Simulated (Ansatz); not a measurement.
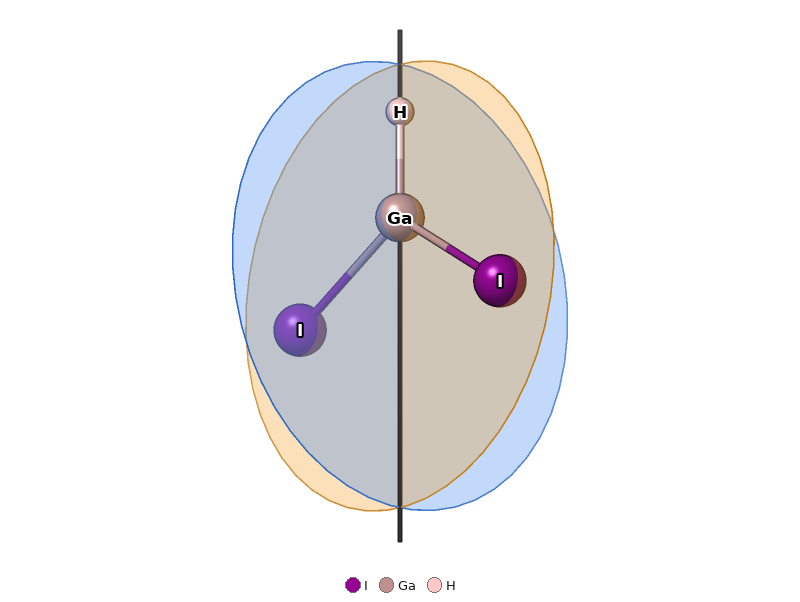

All proper rotation axes (lines) and mirror planes (discs) of the structure are drawn in. Atoms fade into the background with distance from the viewer. The computed structure is the end point of a PBE0-D4/def2-TZVP optimisation.

What is the order of each axis, and which point group results?

Answer. It has 1 C2 axis and 2 mirror planes. Point group C2v. The group has 4 operations. The geometry is achiral, and symmetry allows a dipole moment.
